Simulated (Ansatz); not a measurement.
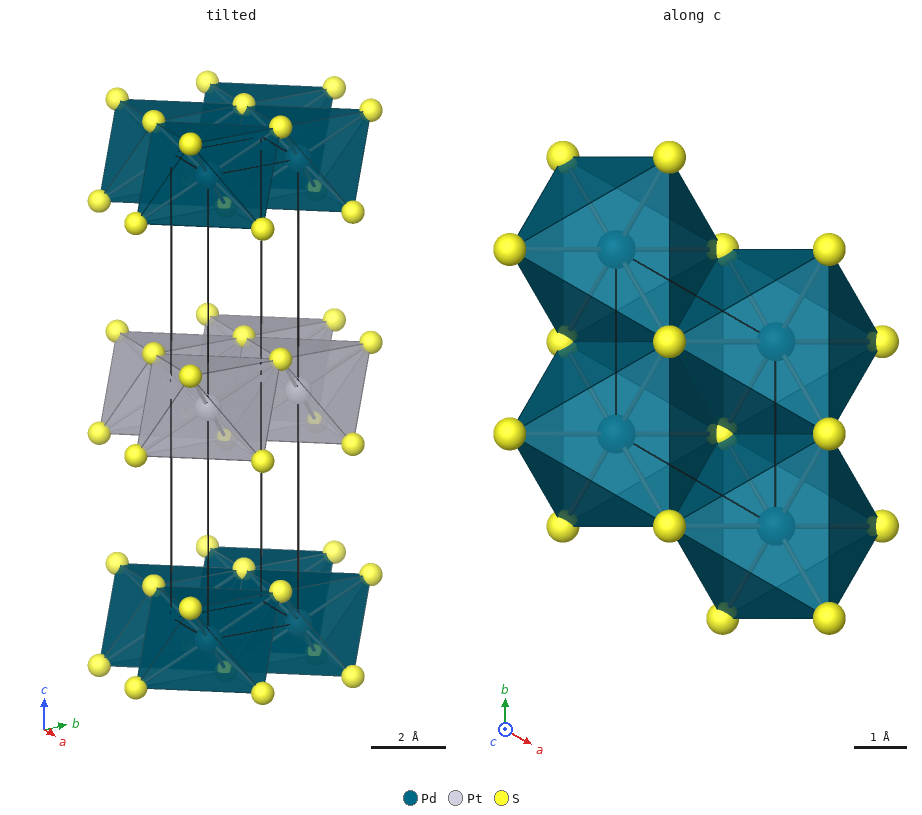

Polyhedral representation of a periodic structure, projected slightly off an axis and along the c axis. The conventional unit cell is drawn as a box. Some neighbours outside the box are added.

PdPtS4, space group P-3m1 (No. 164), a = 3.567 Å, b = 3.567 Å, c = 12.891 Å, α = 90.00°, β = 90.00°, γ = 120.00°. The initial geometry was a structure type filled with these elements by a generator (whether the compound takes this form wasn't checked). Earlier steps of the study may have refined or changed the cell and positions. It was run through Ansatz as a DFT input.

This one geometry was computed with Ansatz (DFT, plane waves, PAW) at three levels of theory: HSE06, PBE with spin-orbit coupling and PBE.

Question: Which level gives the highest pressure at this volume, and what does that say about its equilibrium volume?

Answer: Highest: PBE with spin-orbit coupling (0.0 GPa) and PBE (0.0 GPa), which points to the largest equilibrium volume. Lowest, with the smallest volume: HSE06 (-3.5 GPa). Levels within 0.5 GPa of each other can't be told apart.

Question: How does the band gap change with the level of theory?

Answer: PBE with spin-orbit coupling: a gap of 1.04 eV, indirect; PBE: a gap of 1.05 eV, indirect; HSE06: a gap of 1.71 eV, indirect.

Question: Collect the results in a table.

Answer:
| level | cutoff (eV) | k-mesh of the run's cell | gap (eV) | pressure (GPa) |
| --- | --- | --- | --- | --- |
| HSE06 | 420 | 6×6×2 | 1.71 | -3.5 |
| PBE with spin-orbit coupling | 420 | 12×12×2 | 1.04 | 0.0 |
| PBE | 420 | 12×12×2 | 1.05 | 0.0 |

Gaps are taken on the k-mesh or band path of each run.
